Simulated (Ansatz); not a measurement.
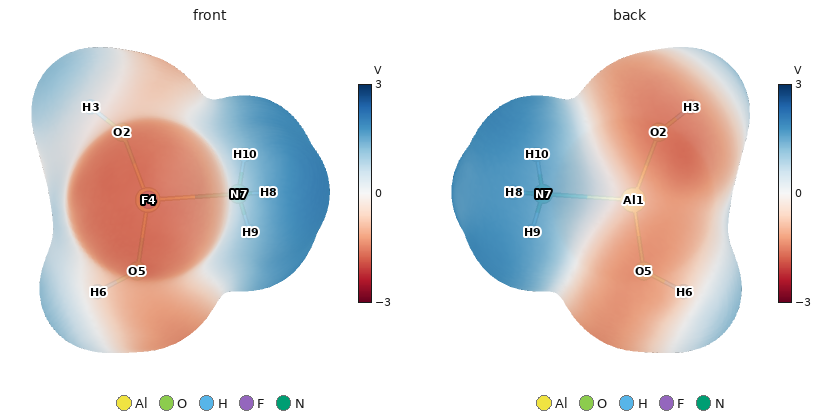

*AlFH5NO2. The molecular electrostatic potential painted on the density surface at 0.001 e/bohr³, seen from the front and from behind; red is negative and blue positive.*

All numbers below come from Ansatz, RKS BLYP-D4/def2-SVP.

```xyz
10

Al   -0.1874    0.1153    0.4414
O    -0.5342   -0.4166    2.0617
H    -0.2302   -1.2775    2.3901
F     1.3096   -0.3755   -0.1951
O    -1.4737    0.3885   -0.6977
H    -1.9223   -0.3459   -1.1453
N     0.0818    2.0864    0.8314
H     1.0167    2.4418    0.5858
H    -0.6223    2.6218    0.3016
H    -0.0698    2.2405    1.8390
```

Describe the electrostatic potential map.

The most negative region (about −1.7 V) lies over O2 and F4, the most positive (about +2.0 V) over H8.
